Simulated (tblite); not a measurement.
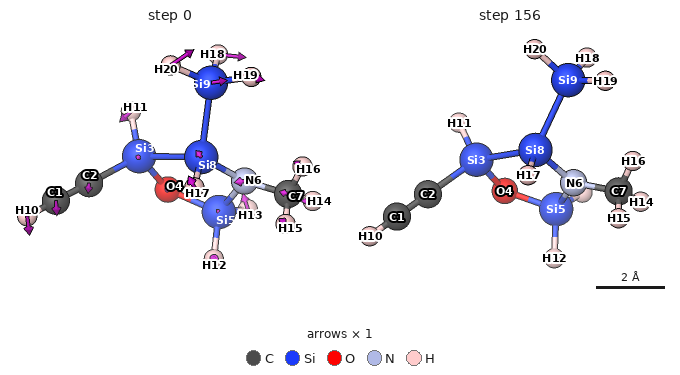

The structure of C$_{3}$H$_{11}$NOSi$_{4}$ before (left) and after (right) a relaxation, at one scale. The purple arrows give the displacements, at their true length.

A ball-and-stick model, seen at a tilt.

These are results of tblite 0.8.0, GFN2-xTB geometry optimisation, gas phase, not measurements. 

**Summarise the run.**

After 156 geometry steps the energy has fallen by 63.6 kJ/mol. H20 moves most after the best rigid fit: 0.87 Å. By element the largest moves are H 0.87 Å, Si 0.52 Å, C 0.50 Å, N 0.37 Å, O 0.13 Å. Near-neighbour distances that change, for instance: O4–Si5 1.675 → 1.623 Å, Si3–O4 1.681 → 1.647 Å, Si8–Si9 2.288 → 2.316 Å, Si3–Si8 2.347 → 2.321 Å. Bond angles that change, for instance: Si3–Si8–Si9 103.9° → 122.5°, Si5–N6–Si8 107.1° → 120.4°, Si3–Si8–N6 103.6° → 94.0°. Cost: 3.5 s on 1 thread of Arm Neoverse N1 (shared host).
